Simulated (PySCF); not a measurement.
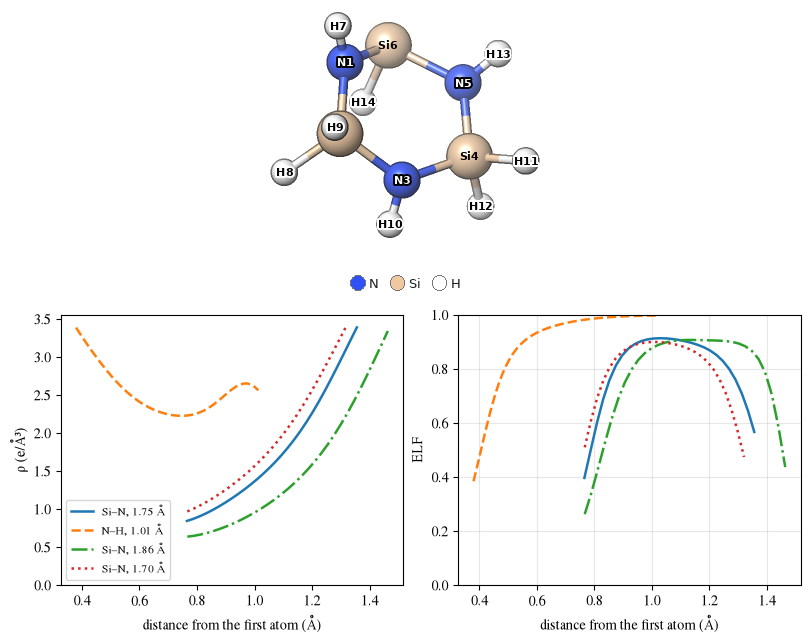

H8N3Si3 (SMILES N1[SiH]N[SiH2]N[SiH2]1) (charge −1). Electron density and electron localisation function along straight lines between neighbouring atoms. The curves leave out the atomic cores. The structure is drawn too.

Geometry: PBE0-D3(BJ)/def2-SVP.

Computed with PySCF, PBE0/aug-pcSseg-1, SCF density, gas phase, non-relativistic.

```yaml
atoms:
  - { symbol: N, position_ang: [0.9112, 1.5759, -0.2154] }
  - { symbol: Si, position_ang: [-0.1177, 1.2436, 1.1012] }
  - { symbol: N, position_ang: [-0.8135, -0.3564, 0.9766] }
  - { symbol: Si, position_ang: [-0.3293, -1.6283, -0.1223] }
  - { symbol: N, position_ang: [0.7296, -1.0384, -1.3191] }
  - { symbol: Si, position_ang: [0.7850, 0.7358, -1.8683] }
  - { symbol: H, position_ang: [1.8174, 1.9762, -0.0021] }
  - { symbol: H, position_ang: [-1.3284, 2.1401, 1.2755] }
  - { symbol: H, position_ang: [0.6504, 1.4422, 2.3969] }
  - { symbol: H, position_ang: [-1.7940, -0.3950, 1.2378] }
  - { symbol: H, position_ang: [0.3286, -2.7949, 0.5950] }
  - { symbol: H, position_ang: [-1.6488, -2.2101, -0.5919] }
  - { symbol: H, position_ang: [1.5666, -1.5786, -1.5044] }
  - { symbol: H, position_ang: [-0.7612, 0.8747, -1.9441] }
```

Compare the contacts.

Si–N (1.75 Å): ρ is about 1 e/Å³ halfway; the ELF peaks at about 0.90 between the atoms (a shared but strongly polarised pair).
N–H (1.01 Å): ρ is about 2.7 e/Å³ halfway; the ELF climbs to about 1 towards the hydrogen, as it does in any bond to H (an ordinary covalent bond to hydrogen).
Si–N (1.86 Å): ρ at the midpoint is about 0.82 e/Å³; the ELF peaks at about 0.90 between the atoms, as expected for a shared but strongly polarised pair.
Si–N (1.70 Å): the density is about 1.1 e/Å³ at the midpoint; the ELF peaks at about 0.90 between the atoms, as expected for a shared but strongly polarised pair.
